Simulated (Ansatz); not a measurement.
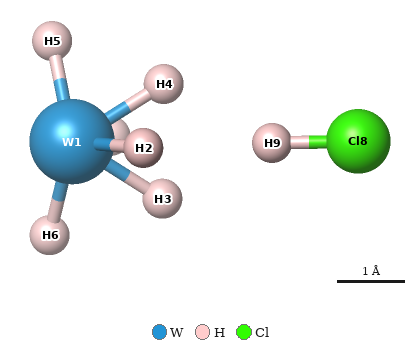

The starting structure (ball-and-stick view, seen at a tilt; atoms are numbered from 1 in the order of the input). Sticks mark near contacts.

# WH7Cl: nudged elastic band

WH7Cl, computed with RKS B3LYP-D4/def2-SVP (Ansatz 0.2.0).

The run did not end well. One setting was made poor on purpose. It belongs to a series of runs on one base structure; here: band between the two ends.

### Log
```
Engine: ansatz 0.2.0, x86_64-unknown-linux-gnu
Functional definition: B3LYP
  parameter a0 = 0.2
  parameter ax = 0.72
  parameter ac = 0.81
  exchange = (1 - a0 - ax)*slater_x + ax*b88_x + a0*exact_x
  correlation = (1 - ac)*vwn_rpa_c + ac*lyp_c
910 factors; integrals over basis functions are off by at most 4.3e-4 eV
mean field evaluation 1: about -14453.6198 eV, gradient 3.0e1 eV
mean field evaluation 2: about -14452.9484 eV, gradient 3.6e1 eV
mean field evaluation 4: about -14455.9036 eV, gradient 3.8e0 eV
mean field evaluation 8: about -14455.9625 eV, gradient 1.0e-1 eV
mean field evaluation 16: about -14455.9625 eV, gradient 2.6e-5 eV
mean field -14455.96252052 eV, -531.2468240258 hartree, gradient 2.6e-5 eV, S^2 0.000000; 0 other end points of the search recorded, 0 dependent functions left out
the calculation of the forces begins
reference -14455.96280013 eV, -531.2468343012 hartree; 19, 19 occupied and 66, 66 virtual orbitals, 910 factors
905 factors; integrals over basis functions are off by at most 1.3e-3 eV
mean field evaluation 32: about -14458.5651 eV, gradient 3.4e-5 eV
mean field -14458.56511376 eV, -531.3424675632 hartree, gradient 3.4e-5 eV, S^2 0.000000; 0 other end points of the search recorded, 0 dependent functions left out
[... from here on the field's lines of each further geometry are left out, up to the last ...]
NEB iter   1: max|band force component| = 3.448e1 eV/Å  barrier→ = 16.8535 eV  barrier← = 19.4773 eV  Δτ_max = 0.2000 Å  (489 SCF iters)
NEB iter   2: max|band force component| = 1.383e1 eV/Å  barrier→ = 8.2047 eV  barrier← = 10.8285 eV  Δτ_max = 0.2000 Å  (290 SCF iters)
NEB iter   3: max|band force component| = 9.062e0 eV/Å  barrier→ = 5.5380 eV  barrier← = 8.1618 eV  Δτ_max = 0.2000 Å  (255 SCF iters)
NEB iter   4: max|band force component| = 5.640e0 eV/Å  barrier→ = 3.8739 eV  barrier← = 6.4977 eV  Δτ_max = 0.2000 Å  (261 SCF iters)
NEB iter   5: max|band force component| = 2.649e0 eV/Å  barrier→ = 2.3708 eV  barrier← = 4.9946 eV  Δτ_max = 0.2000 Å  (257 SCF iters)
NEB iter   6: max|band force component| = 1.634e0 eV/Å  barrier→ = 1.4801 eV  barrier← = 4.1039 eV  Δτ_max = 0.2000 Å  (259 SCF iters)
NEB iter   7: max|band force component| = 2.341e0 eV/Å  barrier→ = 1.5548 eV  barrier← = 4.1786 eV  Δτ_max = 0.0998 Å  (266 SCF iters)
NEB iter   8: max|band force component| = 1.785e0 eV/Å  barrier→ = 1.3429 eV  barrier← = 3.9667 eV  Δτ_max = 0.1034 Å  (245 SCF iters)
NEB iter   9: max|band force component| = 1.072e0 eV/Å  barrier→ = 1.1522 eV  barrier← = 3.7760 eV  Δτ_max = 0.1014 Å  (242 SCF iters)
NEB iter  10: max|band force component| = 1.266e0 eV/Å  barrier→ = 0.9723 eV  barrier← = 3.5961 eV  Δτ_max = 0.0503 Å  (236 SCF iters)
NEB iter  11: max|band force component| = 5.822e-1 eV/Å  barrier→ = 0.8693 eV  barrier← = 3.4931 eV  Δτ_max = 0.1001 Å  (233 SCF iters)
NEB iter  12: max|band force component| = 7.983e-1 eV/Å  barrier→ = 0.6912 eV  barrier← = 3.3150 eV  Δτ_max = 0.0502 Å  (247 SCF iters)
NEB iter  13: max|band force component| = 6.733e-1 eV/Å  barrier→ = 0.6789 eV  barrier← = 3.3027 eV  Δτ_max = 0.0503 Å  (240 SCF iters)
NEB iter  14: max|band force component| = 7.106e-1 eV/Å  barrier→ = 0.6941 eV  barrier← = 3.3179 eV  Δτ_max = 0.0508 Å  (240 SCF iters)
NEB iter  15: max|band force component| = 8.288e-1 eV/Å  barrier→ = 0.7203 eV  barrier← = 3.3441 eV  Δτ_max = 0.0503 Å  (241 SCF iters)
NEB iter  16: max|band force component| = 1.177e0 eV/Å  barrier→ = 0.7114 eV  barrier← = 3.3352 eV  Δτ_max = 0.0250 Å  (234 SCF iters)
NEB iter  17: max|band force component| = 8.523e-1 eV/Å  barrier→ = 0.7227 eV  barrier← = 3.3465 eV  Δτ_max = 0.0250 Å  (237 SCF iters)
the calculation of the forces begins
reference -14457.92686263 eV, -531.3190122667 hartree; 19, 19 occupied and 66, 66 virtual orbitals, 911 factors
these checks for a lower state are left out or cut short: starts, cluster_reference, orbital_swaps, neighbouring_geometries, increment
904 factors; integrals over basis functions are off by at most 1.2e-3 eV
mean field -14458.22452033 eV, -531.3299509855 hartree, gradient 9.5e-6 eV, S^2 0.000000; 0 other end points of the search recorded, 0 dependent functions left out
the calculation of the forces begins
reference -14458.22480183 eV, -531.3299613305 hartree; 19, 19 occupied and 66, 66 virtual orbitals, 904 factors
NEB iter  18: max|band force component| = 7.164e-1 eV/Å  barrier→ = 0.7072 eV  barrier← = 3.3309 eV  Δτ_max = 0.0503 Å  (239 SCF iters)
```

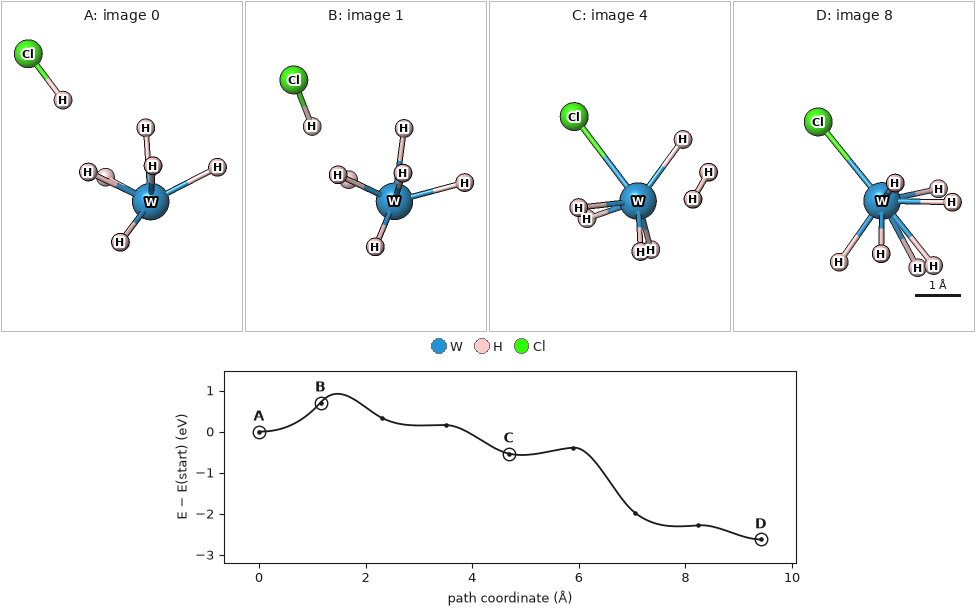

Images of the last band (counted from 0; ball-and-stick, seen at a tilt) above the energy along the path; the line is a cubic interpolation that uses the forces. The highest image is number 1, 0.707 eV above the start and 3.331 eV above the end; the end lies 2.624 eV below the start. A further maximum stands at image 5, −0.390 eV from the start. The path is 9.42 Å long. The band had not converged after 18 iterations.

```
Unfinished report: {"positions_ang":[[-0.4034666213601082,-0.3957705867393302,0.4182404001760091],[0.23106394133975797,0.21054241880663574,2.0322349393587587],[1.1534546505593668,-0.1456358809376311,-0.14112747783394566],[-0.229291980593978,1.1638304991371904,-0.16654052523818133],[-1.6905018524067055,0.13721416799145997,-0.5214942077551853],[0.18231822196445627,-1.6727441904104055,-0.4984272731448135],[-0.03054242636691106,-0.03458861633313285,-1.1715501345695332],[2.0217161405690023,2.0773760776012864,1.3181315277525356],[1.2463499262951196,1.2443751108839274,2.0046357512543547]],"unchecked":["starts","cluster_reference","orbital_swaps","neighbouring_geometries","increment"],"mean_field":{"relativity":"none","state":{"energy":{"ev":-14455.22606433828,"hartree":-531.2197597602927},"converged":true,"gradient_ev":0.000019946296668145892,"stability":{"kind":"minimum","curvature_ev":13.5971539828321},"curvature_floor_ev":0.00030000000000000003,"spin_squared":-3.552713678800501e-15},"others":[],"fillings":{"estimated":0,"unestimated":0,"tried":0,"untried":0,"excluded_magnetic_sites":0},"n_dropped_functions":0,"n_trapped_functions":0,"passes":{"evaluations":4,"products":28},"factors":{"origin":"Cholesky decomposition","count":912,"bound_ev":0.0007246961172500362},"gradient_stop_ev":0.00009,"reference_kind":"stationary","functional":{"name":"B3LYP","citations":["Stephens, Devlin, Chabalowski & Frisch, J. Phys. Chem. 98, 11623 (1994) doi:10.1021/j100096a001","Becke, Phys. Rev. A 38, 3098 (1988) doi:10.1103/PhysRevA.38.3098","Lee, Yang & Parr, Phys. Rev. B 37, 785 (1988) doi:10.1103/PhysRevB.37.785","Vosko, Wilk & Nusair, Can. J. Phys. 58, 1200 (1980) doi:10.1139/p80-159"],"text":"name \"B3LYP\"\ncite \"Stephens, Devlin, Chabalowski & Frisch, J. Phys. Chem. 98, 11623 (1994) doi:10.1021/j100096a001\"\ncite \"Becke, Phys. Rev. A 38, 3098 (1988) doi:10.1103/PhysRevA.38.3098\"\ncite \"Lee, Yang & Parr, Phys. Rev. B 37, 785 (1988) doi:10.1103/PhysRevB.37.785\"\ncite \"Vosko, Wilk & Nusair, Can. J. Phys. 58, 1200 (1980) doi:10.1139/p80-159\"\nparameter a0 = 0.2\nparameter ax = 0.72\nparameter ac = 0.81\nexchange = (1 - a0 - ax)*slater_x + ax*b88_x + a0*exact_x\ncorrelation = (1 - ac)*vwn_rpa_c + ac*lyp_c\n","parameters":{"a0":{"value":0.2,"default":0.2},"ac":{"value":0.81,"default":0.81},"ax":{"value":0.72,"default":0.72}},"final_grid":{"core_spheres":13.0,"valence_spheres":11.0,"degree":36.0},"final_grid_parameter_source":"default","radial_points_factor":1.0,"radial_grid_error_ev":6.729326096032238e-7,"grid_sensitivity":"normal","grid_sensitivity_ratio":0.0013437628806248659},"unsmoothed_excess_ev":-0.00027500696075520467,"symmetry":{"irreps":["A"],"axes":[[0.999989812484354,0.000922088165702316,-0.0044186741135081],[-0.0009226455130988606,0.9999995666624093,-0.00012409774794935378],[0.0044185577696657305,0.00012817335354627923,0.9999902299116865]],"occupied":[{"A":19},{"A":19}]},"held":{"pivots":910,"left_out":0,"joined":2},"density_repulsion":{"missed_ev":0.0000136593905597345,"excess_ev":1.341736716793361e-7,"most_excess_ev":0.0001026,"are_drawn_again":false,"n_first_factors":912,"energy_change_ev":0.0,"n_dropped_ends":0}},"factors":{"origin":"Cholesky decomposition","count":912,"bound_ev":0.0007246961172500362},"n_frozen":0,"n_occupied":[19,19],"n_virtual":[66,66],"reference":{"ev":-14455.22606433828,"hartree":-531.2197597602927},"dispersion":{"energy":{"ev":-0.29860537662306064,"hartree":-0.010973545188903653},"switches_in_reach":[]},"total":{"ev":-14455.524669714903,"hartree":-531.2307333054816},"forces_ev_per_angstrom":[[-0.3578548635554022,-0.4578543629637805,-0.14267807555497822],[-0.24811732763228714,-0.176812627857131,-0.5255511320470907],[-0.28217872191886695,0.3071799465320804,0.3119581590250307],[0.35083723544560735,-0.27453403062814985,0.3257937413517816],[-0.28247119130230536,0.3603756054561166,-0.027984815577529874],[0.34135794745361736,-0.2518469824415384,-0.07655287471585273],[-0.179518745882116,-0.19814767908428663,0.13161572878315078],[0.34022684721821195,0.3395797174730238,0.4456239099760327],[0.31771882017188313,0.3520604135142656,-0.44222464123741295]],"charge_distribution":{"dipole_moment_e_ang":[-0.6169186335557838,-0.6272335381702014,0.3020618326046559],"mulliken_charges_e":[0.557835756978939,-0.3067680348269617,-0.0016997942233201169,-0.001178420845765027,-0.13596458834281266,-0.13457036964754043,0.0022360463482964388,-0.16581199025876003,0.18592139481790582],"lowdin_charges_e":[-0.007815477506637691,-0.12184678727238984,0.039814053355753165,0.04127079544866352,-0.03207949778160457,-0.030923688397235916,0.047875152960610956,0.09238410957966892,-0.028678660386887378]},"n_threads":1,"memory_gib":1.7045454550534487,"seconds":{"hamiltonian":4.81928121,"orbitals":0.0,"second_order":0.0,"solver_start":0.0,"cycles":0.0,"cycle":0.0,"perturbative":0.0,"full_ci_increment":0.0,"forces":0.0}}
this run last wrote the band of iteration 18 to [file]
Error: NEB band did not converge after 18 iterations: max|band force component| = 7.16e-1 eV/Å (threshold 5.0e-2); raise `neb.max_iterations` in a new run, which can start from the last band evaluated (`neb.initial_path`, with `crystal.atoms` and `neb.final_atoms` set to its first and last images), add images, or start from endpoints closer to local minima. Where this run's directory can be resumed (`checkpoint.write`), a resume goes on for up to `neb.max_iterations` more; to start a new run from the last band, take its images' positions from the `neb_iteration` event of iteration 18 (`data.images[].positions_ang`), in the event stream of the run that computed that iteration (not this run's, if it was resumed behind it). With `checkpoint.write`, `steps/00-neb/state/checkpoint.json` in the run directory holds the last saved band, under `neb.evaluated.images[].positions_ang` (a band under a hybrid functional on support functions is neither saved nor resumed: `neb.initial_path` says where its path is): check the last entry of `neb.iterations` there, which is earlier than 18 if that iteration was not saved or its write failed. If the band's step has no `state` directory and holds `state.next`, a write was cut short, and the file is under `state.next` instead (behind a loss of power it can be under `state.prev`)
this run wrote the band of iteration 18 to [file] as well, whether or not its events were kept: a new run's `neb.initial_path` can list its `images[].positions_ang`
a run's events are kept only if it was started with --events-out <file>, and are in that file
```

### The last band as extended XYZ (Å, eV, eV/Å)
```
9
Properties=species:S:1:pos:R:3:forces:R:3 image=0 energy=-14456.23155
W    -0.5876   -0.5970    0.3051   -0.0053  -0.0042   0.0035
H     0.0072   -0.0106    1.7932   -0.0004   0.0020  -0.0066
H     1.0172   -0.2143    0.1936    0.0024   0.0057  -0.0030
H    -0.2031    1.0071    0.1940    0.0052   0.0038  -0.0001
H    -1.7490    0.3132   -0.5407   -0.0010   0.0021   0.0029
H     0.3154   -1.7581   -0.5490    0.0038   0.0004   0.0014
H    -0.0047   -0.0111   -1.1253   -0.0016  -0.0052  -0.0009
Cl    2.2777    2.3916    1.6310   -0.0192  -0.0213  -0.0047
H     1.4080    1.4639    1.3721    0.0161   0.0166   0.0075
9
Properties=species:S:1:pos:R:3:forces:R:3 image=1 energy=-14455.52440
W    -0.4035   -0.3958    0.4182   -0.3579  -0.4579  -0.1427
H     0.2311    0.2105    2.0322   -0.2481  -0.1768  -0.5256
H     1.1535   -0.1456   -0.1411   -0.2822   0.3072   0.3120
H    -0.2293    1.1638   -0.1665    0.3508  -0.2745   0.3258
H    -1.6905    0.1372   -0.5215   -0.2825   0.3604  -0.0280
H     0.1823   -1.6727   -0.4984    0.3414  -0.2518  -0.0766
H    -0.0305   -0.0346   -1.1716   -0.1795  -0.1981   0.1316
Cl    2.0217    2.0774    1.3181    0.3402   0.3396   0.4456
H     1.2464    1.2444    2.0046    0.3177   0.3521  -0.4422
9
Properties=species:S:1:pos:R:3:forces:R:3 image=2 energy=-14455.89972
W    -0.0568   -0.0186    0.4319    0.1590   0.1933   0.0004
H     0.3056    0.2331    2.3864    0.3412   0.2760   0.3377
H     1.3610   -0.4966   -0.2405    0.2954  -0.3306  -0.0821
H    -0.5732    1.3606   -0.2864   -0.3145   0.3239  -0.1501
H    -1.4480   -0.1045   -0.5290    0.0798  -0.2410   0.0807
H    -0.0786   -1.4506   -0.4699   -0.2163   0.1225   0.0498
H     0.1739    0.1883   -1.2170    0.2304   0.2202  -0.1271
Cl    1.7751    1.8808    1.0919   -0.0559  -0.0103  -0.3939
H     1.0222    0.9920    2.1068   -0.5191  -0.5541   0.2846
9
Properties=species:S:1:pos:R:3:forces:R:3 image=3 energy=-14456.07120
W    -0.0291    0.1598    0.5108   -0.1083   0.0112  -0.1674
H     0.3719    0.0335    2.4859    0.0535  -0.0299  -0.0176
H     1.4409   -0.3762   -0.0355    0.0166   0.1083  -0.0624
H    -0.5617    1.5448   -0.2617   -0.0966   0.0686  -0.1050
H    -1.0777    0.2383   -0.9283   -0.0390   0.0302   0.0168
H     0.0758   -1.3801   -0.2706   -0.1890  -0.0603   0.6479
H    -0.3194   -0.1779   -1.2153    0.3462   0.1698  -0.2933
Cl    1.6229    2.0132    0.7750   -0.1450   0.1248  -0.0900
H     0.9575    0.5291    2.2137    0.1615  -0.4227   0.0710
9
Properties=species:S:1:pos:R:3:forces:R:3 image=4 energy=-14456.76497
W     0.2565    0.2889    0.6872    0.0982   0.0969  -0.0465
H    -0.2807   -0.1488    2.2524   -0.2921  -0.2830  -0.2822
H     1.6773   -0.3031    0.0440    0.1020   0.0709  -0.0309
H    -0.6223    1.5944    0.0287   -0.0152   0.0287   0.1260
H    -1.0731    0.3308   -1.0842    0.0155   0.0824  -0.0577
H     0.2570   -1.2827   -0.0393    0.0207   0.0209   0.4735
H    -0.7354   -0.3885   -1.1306   -0.1203  -0.0299  -0.0188
Cl    1.7945    2.1115    0.4495    0.0412   0.0446  -0.1304
H     1.2073    0.3822    2.0663    0.1500  -0.0314  -0.0331
9
Properties=species:S:1:pos:R:3:forces:R:3 image=5 energy=-14456.62123
W     0.3829    0.2551    0.5148    0.0144   0.1386  -0.4447
H    -0.4364   -0.0149    1.9575   -0.7378   0.0578   0.0751
H     1.9225   -0.5377    0.5922    0.2080   0.6623  -0.1186
H    -0.6589    1.6990    0.2589    0.3489  -0.2449  -0.3091
H    -1.3134    0.2943   -0.6907   -0.0360   0.0042   0.3173
H     0.6128   -1.1635   -0.4148    0.0109  -0.0330  -0.0498
H    -1.0254   -0.4475   -0.8552   -0.0817   0.0111   0.2557
Cl    1.8028    2.0394   -0.0363    0.0406  -0.0239  -0.1179
H     1.1942    0.4604    1.9477    0.2327  -0.5722   0.3919
9
Properties=species:S:1:pos:R:3:forces:R:3 image=6 energy=-14458.21607
W     0.5488    0.4897    0.1746    0.1490   0.2126  -0.3647
H    -0.3048   -0.1775    1.5223    0.1257  -0.2221  -0.5271
H     1.5179   -0.6773    0.9147   -0.4881  -0.1493   0.3692
H    -0.7342    1.4794    0.7102   -0.0674  -0.2484   0.5306
H    -1.2491    0.2478   -0.4563    0.1225  -0.0272   0.2316
H     0.5566   -1.1435   -0.4045   -0.0576   0.0535  -0.0016
H    -0.8908   -0.4999   -0.6478    0.1810  -0.0053   0.1833
Cl    2.0416    2.1404   -0.3088    0.2983   0.1354  -0.2329
H     0.9951    0.7255    1.7697   -0.2634   0.2509  -0.1885
9
Properties=species:S:1:pos:R:3:forces:R:3 image=7 energy=-14458.51254
W     0.6098    0.5496    0.1716   -0.0584  -0.0005   0.0400
H    -0.3197   -0.5144    1.1831    0.0780  -0.0160  -0.0038
H     1.5796   -0.4704    1.0791   -0.0166  -0.0266  -0.0076
H    -0.6324    1.4194    0.9206   -0.0395   0.0057  -0.0006
H    -1.1409    0.2369   -0.0706   -0.0092   0.0329  -0.0146
H     0.5018   -1.0983   -0.1972    0.0287   0.0091  -0.0701
H    -0.7113   -0.1555   -0.7993   -0.0020  -0.0267   0.0309
Cl    2.1332    1.9767   -0.8509   -0.0107  -0.0666   0.0617
H     0.4611    0.6406    1.8378    0.0297   0.0886  -0.0359
9
Properties=species:S:1:pos:R:3:forces:R:3 image=8 energy=-14458.85534
W     0.5671    0.5855    0.1473    0.0032   0.0084  -0.0067
H    -0.4534   -0.4003    1.3363    0.0104  -0.0115  -0.0011
H     1.6662   -0.3551    1.0315    0.0009  -0.0011  -0.0004
H    -0.3861    1.6645    1.0439   -0.0009  -0.0022   0.0005
H    -1.1123    0.3268    0.0993    0.0045   0.0066  -0.0027
H     0.3628   -1.0972    0.0780   -0.0055  -0.0030   0.0020
H    -0.1604   -0.1447   -1.1718   -0.0002  -0.0003  -0.0002
Cl    1.8973    1.9483   -1.1384   -0.0063  -0.0056   0.0056
H     0.1001    0.0567    1.8480   -0.0061   0.0087   0.0029
```

The run was set up as follows.

### Input
```yaml
crystal:
  periodic: [false, false, false]
  atoms:
    - { symbol: W, position_ang: [-0.587564, -0.597005, 0.305134] }
    - { symbol: H, position_ang: [0.007231, -0.010621, 1.793217] }
    - { symbol: H, position_ang: [1.01716, -0.214271, 0.193577] }
    - { symbol: H, position_ang: [-0.203116, 1.007066, 0.194042] }
    - { symbol: H, position_ang: [-1.749033, 0.313171, -0.540727] }
    - { symbol: H, position_ang: [0.315394, -1.758127, -0.548979] }
    - { symbol: H, position_ang: [-0.004667, -0.011065, -1.125264] }
    - { symbol: Cl, position_ang: [2.277673, 2.391586, 1.630977] }
    - { symbol: H, position_ang: [1.408022, 1.463865, 1.372126] }
basis:
  gaussian: { orbitals: def2-SVP }
hamiltonian:
  xc: b3lyp
  dispersion: d4
neb:
  order_check: false
  images: 7
  f_tol: 0.05
  max_iterations: 18
  initial_path: linear
  final_atoms:
    - { symbol: W, position_ang: [0.59702843, 0.62047812, 0.2835638] }
    - { symbol: H, position_ang: [-0.61922608, -0.58423082, 0.98804891] }
    - { symbol: H, position_ang: [1.51542126, -0.51222724, 1.14856075] }
    - { symbol: H, position_ang: [-0.5511736, 1.49256057, 1.17676656] }
    - { symbol: H, position_ang: [-1.02809122, 0.40993317, -0.16844138] }
    - { symbol: H, position_ang: [0.45913513, -1.00138089, -0.1944535] }
    - { symbol: H, position_ang: [0.17920275, 0.212831, -1.28538607] }
    - { symbol: Cl, position_ang: [2.12556718, 2.2083805, -0.36586156] }
    - { symbol: H, position_ang: [-0.19676385, -0.26174541, 1.69130548] }
```

Launched with:
```bash
ansatz run input.yaml --threads 1 --pin off --max-ram 2048MiB --backend cpu --events-out ev --progress --plain --runs-dir out
```

### Outcome

| quantity | value |
| --- | --- |
| outcome | not converged |
| barrier, forward (band not converged) | 0.707 eV |
| barrier, backward | 3.331 eV |
| hardware | 1 thread of Intel Xeon @ 2.50GHz (Skylake/Cascade Lake), 32 GiB of memory available, shared host |
| wall time | 14 min |
| peak memory | 0.22 GiB |

The run did not converge: “NEB band did not converge after 18 iterations: max|band force component| = 7.16e-1 eV/Å (threshold 5.0e-2); raise `neb.max_iterations` in a new run, which can start from the last band evaluated (`neb.initial_path`, with `crystal.atoms` and `neb.final_atoms` set to its first and last images), add images, or start from endpoints closer to local minima …” Its last values are not results. A deliberately poor setting: straight start.
